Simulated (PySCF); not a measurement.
System: CH$_{9}$NSi$_{2}$ (charge +1, doublet).

```yaml
atoms:
  - { symbol: C, position_ang: [-1.0333, -1.4091, 0.2930] }
  - { symbol: Si, position_ang: [-0.5187, 0.2003, -0.5469] }
  - { symbol: N, position_ang: [-1.0445, 1.5736, 0.2949] }
  - { symbol: Si, position_ang: [2.0610, 0.1085, -0.1884] }
  - { symbol: H, position_ang: [-2.1115, -1.5332, 0.2195] }
  - { symbol: H, position_ang: [-0.7754, -1.4183, 1.3497] }
  - { symbol: H, position_ang: [-0.5748, -2.2787, -0.1702] }
  - { symbol: H, position_ang: [-0.6414, 0.4066, -1.9823] }
  - { symbol: H, position_ang: [-1.1064, 2.4976, -0.1025] }
  - { symbol: H, position_ang: [-1.3610, 1.5667, 1.2524] }
  - { symbol: H, position_ang: [2.4978, 1.3613, -0.7879] }
  - { symbol: H, position_ang: [2.1813, 0.0292, 1.2617] }
  - { symbol: H, position_ang: [2.4224, -1.1040, -0.9108] }
```

Geometry: GFN2-xTB.

The calculation used PySCF 2.14.0, density-fitted response routines, UKS B3LYP, pcH-1 on C H N Si, non-relativistic, mean-field spin-orbit, GIAO.

Question: What will maps of the electron density, electron localisation function and spin density show?

Answer: C–Si (1.89 Å): the density is about 0.93 e/Å³ at the midpoint; the ELF peaks at about 0.95 between the atoms; localised, covalent bonding.
C–H (1.09 Å): ρ at the midpoint is about 2 e/Å³; the ELF climbs to about 1 towards the hydrogen, as it does in any bond to H; an ordinary covalent bond to hydrogen.
Si–H (1.46 Å): ρ is about 0.85 e/Å³ halfway; the ELF climbs to about 1 towards the hydrogen.
The unpaired spin (1 electron) lies mostly on Si4 (about 0.4), N3 (about 0.3) and Si2 (about 0.2), in electrons by Hirshfeld's partition.

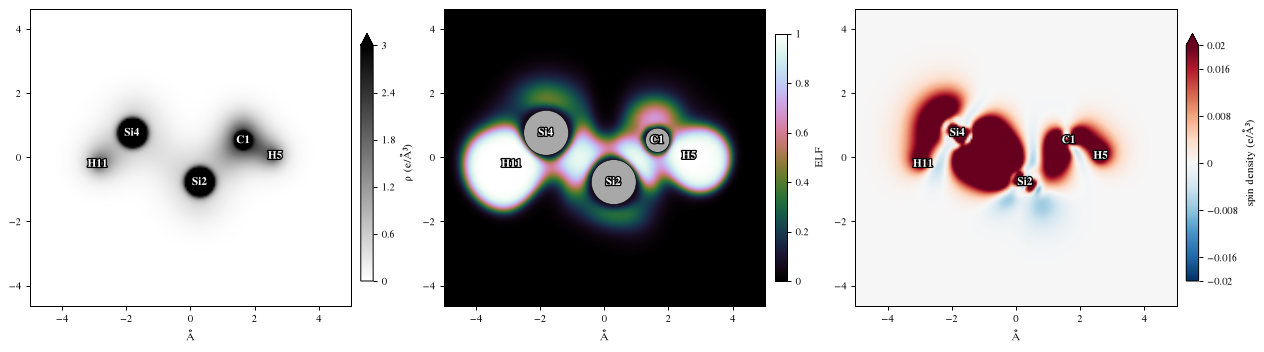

Computed electron density, electron localisation function and spin density on the plane of atoms Si2, C1 and H5, in this order. Grey discs cover the atomic cores in the ELF map. 
